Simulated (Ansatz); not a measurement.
System: FH3Si···H (doublet).

```
atom    x (Å)    y (Å)    z (Å)
  Si  -0.2083   0.0071   0.5969
   H   1.1843   0.0224   1.0928
   H   1.1447  -0.0333  -0.6112
   H  -0.7287   1.2655  -0.0286
   H  -0.7171  -1.2486  -0.0449
   F  -0.6734  -0.0129   2.1764
```

Not at a stationary point (largest force 1.4 eV/Å).

Computed with Ansatz 0.2.0, UKS PBE-D4/def2-SVP.

Question: What can the converged electron density, electron localisation function and spin density tell about the bonding?

Answer: Si1···H3 (1.81 Å): the density falls to about 0.41 e/Å³ on the way; the ELF climbs to about 1 towards the hydrogen, as it does in any bond to H.
Si–F (1.65 Å): the density is about 0.94 e/Å³ at the midpoint; the ELF peaks at about 0.85 in the valence shell of F, 0.6 Å from its nucleus, and is about 0.35 at the midpoint.
Si–H (1.48 Å): ρ at the midpoint is about 0.73 e/Å³; the ELF climbs to about 1 towards the hydrogen.
The unpaired spin (1 electron) lies mostly on H3 (about 0.5), Si1 (about 0.2), H2 (about 0.2) and F6 (about 0.1), in electrons by Hirshfeld's partition.

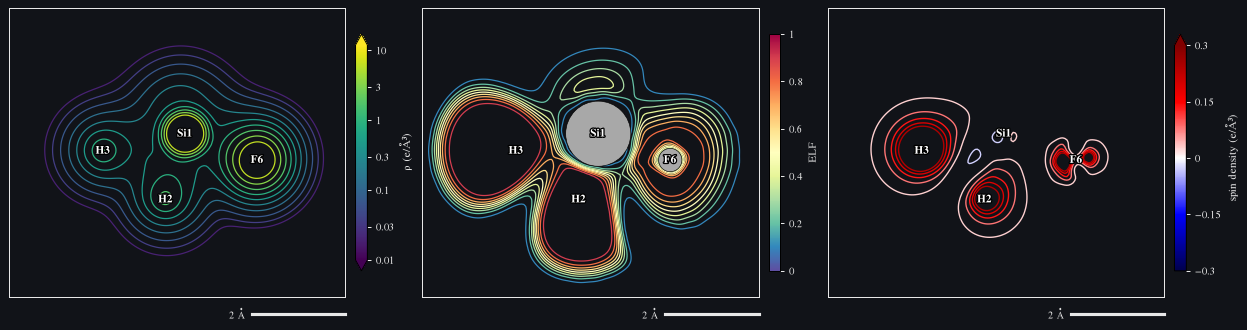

Computed electron density, electron localisation function and spin density on the plane of atoms H2, Si1 and F6, in this order. Grey discs cover the atomic cores in the ELF map. 
